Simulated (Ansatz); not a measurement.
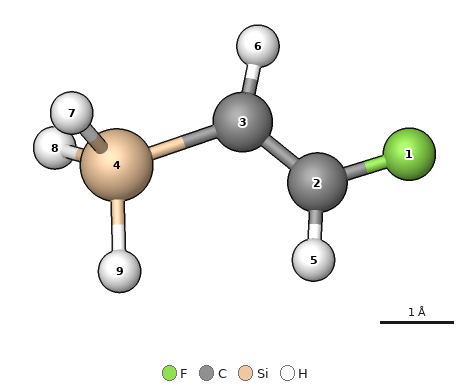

**Figure 1.** The input geometry (ball-and-stick view, seen at a tilt; atoms are numbered from 1 in the order of the input). Bond lengths as drawn: C–C 1.32 Å, C–F 1.34 Å, C–H 1.09 Å, C–Si 1.85 Å and H–Si 1.49 Å.

**C2H5FSi: phonon calculation**

System: C2H5FSi, SMILES FC=C[SiH3].
Method: RKS PBE0-D4/def2-TZVP (Ansatz 0.2.0).

The geometry comes from this level: PBE0-D4/def2-TZVP. Figures and captions count atoms from 1; the log counts them from 0 in places.

### Input
```yaml
crystal:
  periodic: [false, false, false]
  atoms:
    - {symbol: F, position_ang: [-1.259910, 2.360947, 0.506445]}
    - {symbol: C, position_ang: [-0.578298, 1.355015, -0.047994]}
    - {symbol: C, position_ang: [-0.336667, 0.219878, 0.584949]}
    - {symbol: Si, position_ang: [0.614064, -1.145010, -0.228863]}
    - {symbol: H, position_ang: [-0.264164, 1.599597, -1.058088]}
    - {symbol: H, position_ang: [-0.716107, 0.118066, 1.598614]}
    - {symbol: H, position_ang: [1.843722, -1.465586, 0.542810]}
    - {symbol: H, position_ang: [-0.206653, -2.381573, -0.316290]}
    - {symbol: H, position_ang: [0.992513, -0.707635, -1.598485]}
basis:
  gaussian: {orbitals: def2-TZVP}
hamiltonian: {xc: pbe0, dispersion: d4}
phonons: {temperatures: {t_min: 298.15, t_max: 900, t_step: 200}}
```

Launch command:
```bash
ansatz run in.yaml --threads 2 --pin off --events-out ev --progress --plain --max-ram 4352MiB
```

### What the program printed
```
Functional definition: PBE0
  name "PBE0"
  cite "Adamo & Barone, J. Chem. Phys. 110, 6158 (1999) doi:10.1063/1.478522"
  cite "Perdew, Burke & Ernzerhof, Phys. Rev. Lett. 77, 3865 (1996) doi:10.1103/PhysRevLett.77.3865"
  parent pbe
  parameter a = 0.25
  parameter kappa = 0.804
  parameter beta = 0.06672455060314922
  exchange = (1 - a)*pbe_x(kappa = kappa, mu = beta*pi^2/3) + a*exact_x
  correlation = pbe_c(beta = beta)
1004 factors; their error is unknown
mean field evaluation 1: about -12738.1374 eV, gradient 4.5e1 eV
mean field evaluation 2: about -12736.0831 eV, gradient 5.0e1 eV
mean field evaluation 4: about -12742.6671 eV, gradient 3.8e0 eV
mean field evaluation 8: about -12742.6968 eV, gradient 5.0e-2 eV
mean field evaluation 16: about -12742.7390 eV, gradient 2.5e-5 eV
mean field -12742.73902684 eV, -468.2870218975 hartree, gradient 2.5e-5 eV, S^2 0.000000; 0 other end points of the search recorded, 0 dependent functions left out
the calculation of the forces begins
reference -12742.73905601 eV, -468.2870229695 hartree; 20, 20 occupied and 140, 140 virtual orbitals, 1004 factors
these checks for a lower state are left out or cut short: stability, starts, cluster_reference, orbital_swaps, neighbouring_geometries, increment
1004 factors; their error is unknown
mean field -12742.73898151 eV, -468.2870202318 hartree, gradient 1.5e-6 eV, S^2 0.000000; 0 other end points of the search recorded, 0 dependent functions left out
[... from here on the field's lines of each further geometry are left out, up to the last ...]
the calculation of the forces begins
reference -12742.73900438 eV, -468.2870210721 hartree; 20, 20 occupied and 140, 140 virtual orbitals, 1004 factors
these checks for a lower state are left out or cut short: stability, starts, cluster_reference, orbital_swaps, neighbouring_geometries, increment
1004 factors; their error is unknown
mean field -12742.73898208 eV, -468.2870202527 hartree, gradient 1.5e-6 eV, S^2 0.000000; 0 other end points of the search recorded, 0 dependent functions left out
the calculation of the forces begins
reference -12742.73901125 eV, -468.2870213247 hartree; 20, 20 occupied and 140, 140 virtual orbitals, 1004 factors
Total energy: -12742.86604408 eV, -468.2916896953 hartree
Atom 0 at    -1.259910     2.360947     0.506445 Å, force     0.000252    -0.000827     0.000126 eV/Å
Atom 1 at    -0.578298     1.355015    -0.047994 Å, force    -0.000083     0.000440    -0.000373 eV/Å
Atom 2 at    -0.336667     0.219878     0.584949 Å, force    -0.000335     0.000226     0.000487 eV/Å
Atom 3 at     0.614064    -1.145010    -0.228863 Å, force    -0.000138    -0.000051     0.000070 eV/Å
Atom 4 at    -0.264164     1.599597    -1.058088 Å, force     0.000038    -0.000288     0.000379 eV/Å
Atom 5 at    -0.716107     0.118066     1.598614 Å, force     0.000125     0.000594    -0.000674 eV/Å
Atom 6 at     1.843722    -1.465586     0.542810 Å, force     0.000555    -0.000135     0.000323 eV/Å
Atom 7 at    -0.206653    -2.381573    -0.316290 Å, force    -0.000376    -0.000524    -0.000022 eV/Å
Atom 8 at     0.992513    -0.707635    -1.598485 Å, force    -0.000037     0.000564    -0.000316 eV/Å
Dipole moment:     0.067277    -0.080676    -0.074553 e Å
Vibrations: 149.84 200.98 210.51 438.63 626.62 654.71 834.10 853.35 929.68 932.90 957.60 976.32 1137.76 1209.43 1354.50 1700.71 2224.18 2225.15 2230.50 3174.75 3197.92 cm⁻¹, zero-point energy 1.625442 eV
```

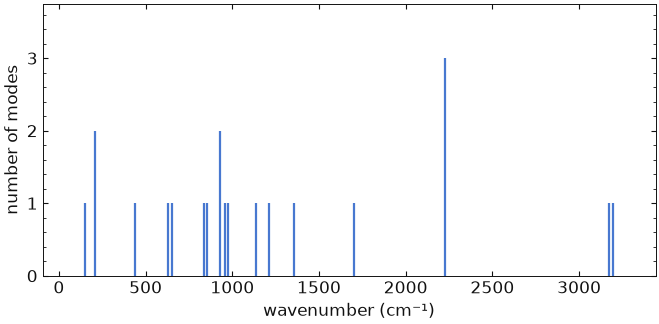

**Figure 2.** Harmonic vibrational wavenumbers from the force constants; neighbouring modes closer than 14 cm⁻¹ are counted in one stick. 21 modes from 150 to 3198 cm⁻¹, none imaginary.

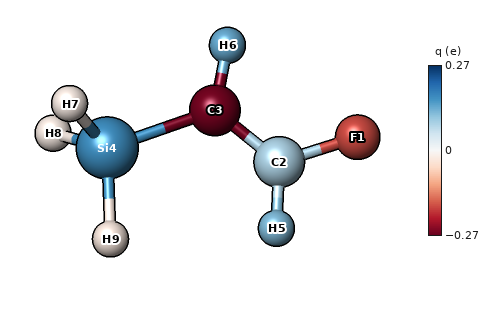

**Figure 3.** Mulliken charges, as the colour of each atom (ball-and-stick view, seen at a tilt; atoms are numbered from 1 in the order of the input). By element: F −0.18, C −0.26 to +0.08, Si +0.17 and H −0.03 to +0.14 e.

### Summary

```csv
quantity,value
outcome,converged
total energy,−12742.8660 eV
mean-field energy,−12742.7391 eV
dispersion energy,−0.1270 eV
largest force (length of the vector),0.001 eV/Å
dipole moment,0.62 D
hardware,"2 threads of Arm Neoverse V1, 23 GiB of memory available, shared host"
wall time,2.1 min (CPU time 4 min)
peak memory,0.38 GiB
```
